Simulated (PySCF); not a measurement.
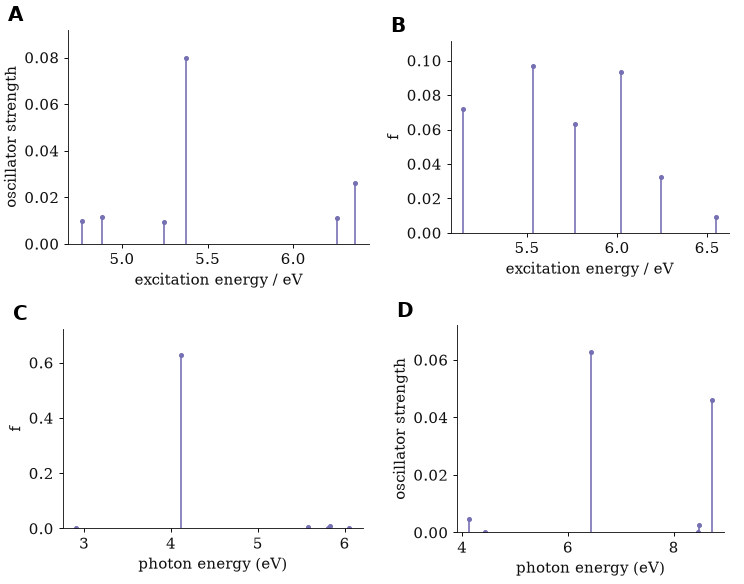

Vertical TDDFT excitations, PBE0/def2-SVPD in PySCF, at a GFN2-xTB geometry (no frequency check), gas phase. Each panel shows the lowest singlet states that were computed.

Question: Which panel belongs to which molecule?
1. C₇H₉⁺, SMILES C=CC#C[C+](C)C
2. SO₂ (sulfur dioxide), SMILES O=S=O
3. C₃H₇AlFN, SMILES FCCC#[N+][AlH3-], singlet
4. C₅H₇Br, SMILES C=C(Br)/C=C\C

Answer: A: 3 (S1 at 4.77 eV, brightest at 5.37 eV)
B: 4 (S1 at 5.15 eV, brightest at 5.54 eV)
C: 1 (S1 at 2.91 eV, brightest at 4.12 eV)
D: 2 (S1 at 4.13 eV, brightest at 6.44 eV)

Limits of at least one run: core orbitals are frozen in the response; one conformer of a flexible molecule; spin-orbit coupling is left out, and with Br it can shift these levels and split any degenerate set; the tight-binding geometry is rougher than a DFT one and adds to the error.
